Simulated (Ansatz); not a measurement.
The starting structures come from a database of crystals and need not be the phases stable at ambient conditions.

 Where the default PAW files enter, the runs use the earlier of Ansatz's two default sets.

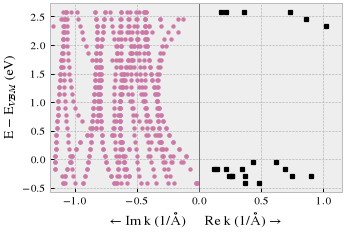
Complex bands at the centre of the two-dimensional zone; r2SCAN (Ansatz, a program for electronic structure)

The gap is the functional's own, uncorrected, and κ follows it; spin-orbit coupling is left out. Mid-gap values are interpolated between the computed energies.

**Question.** This is Sr$_{2}$ZnMoO$_{6}$ (Fm-3m, not sure to be the ambient phase, 10 atoms a cell, 13.0 Å³ an atom, -7 GPa at this level) along the normal of (110). Read off the slowest decay at the centre of the two-dimensional zone at 1.14 eV, the computed energy nearest the middle of the gap.

**Answer.** κ ≈ 0.33 1/Å, a decay length 1/(2κ) of the density of 1.5 Å.
